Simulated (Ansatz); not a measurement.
# Ga6···Ga (charge −1): what the fields show

| atom | x (Å) | y (Å) | z (Å) |
| --- | --- | --- | --- |
| Ga | 0.4198 | -1.0495 | -2.1731 |
| Ga | 0.8418 | -1.7231 | 2.4735 |
| Ga | 0.2655 | 0.0496 | 0.1929 |
| Ga | 0.0487 | -3.5891 | 0.3390 |
| Ga | 1.8727 | -2.0821 | -0.2613 |
| Ga | -1.5588 | -1.4558 | 0.7971 |
| Ga | -1.4303 | -2.5732 | -1.5609 |

Geometry: PBE0-D4/def2-SVPD.

Computed with Ansatz, RKS PBE0-D4/def2-SVP.

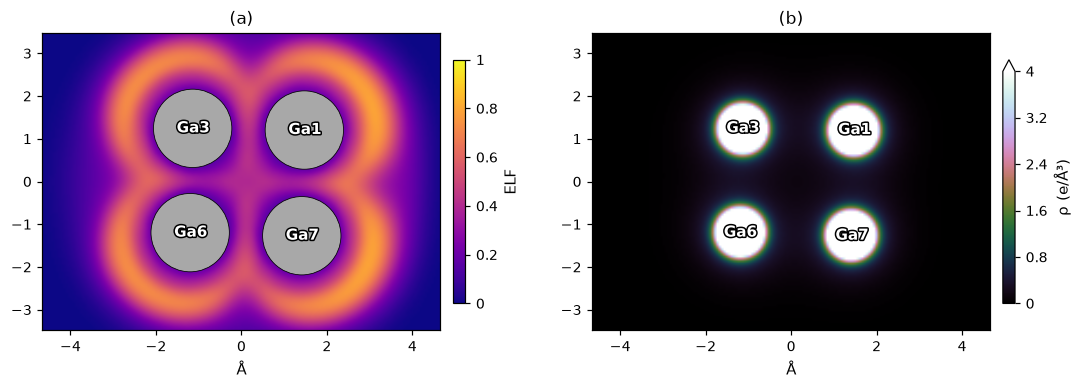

Figure 1. (a) electron localisation function; (b) electron density on the plane of atoms Ga3, Ga1 and Ga7. Grey discs cover the atomic cores in the ELF map.

**What does the map show?**

The section cuts through Ga sites. Ga–Ga (2.44 Å): the density is about 0.34 e/Å³ at the midpoint; the ELF is about 0.35 at the midpoint. Ga–Ga (2.61 Å): ρ is about 0.29 e/Å³ halfway; the ELF is about 0.40 at the midpoint.

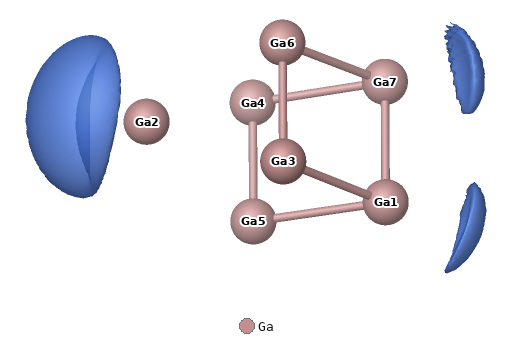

Figure 2. Isosurface of the electron localisation function at 0.8 (blue), seen at a tilt. Core shells and regions of very low density are left out.

**Describe the localisation domains.**

The ELF exceeds this value in three lobes on Ga, pointing away from the bonds (lone pairs).


Ga2···Ga6 (2.94 Å): the ELF is about 0.45 at the midpoint.

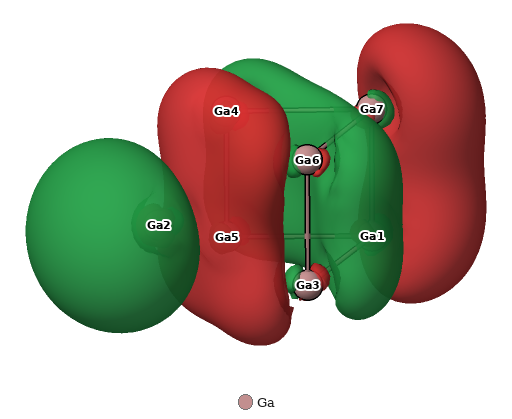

Figure 3. The HOMO at ±0.06 Å⁻³ᐟ² (green and red are the two phases), seen at an oblique angle.

**Where does this orbital lie, and at what energy?**

It lies mainly on Ga2 (about 35 %), Ga1 (about 15 %), Ga7 (about 15 %), Ga3 (about 10 %), Ga4 (about 10 %), Ga5 (about 10 %) and Ga6 (about 10 %). Its energy is −0.96 eV.
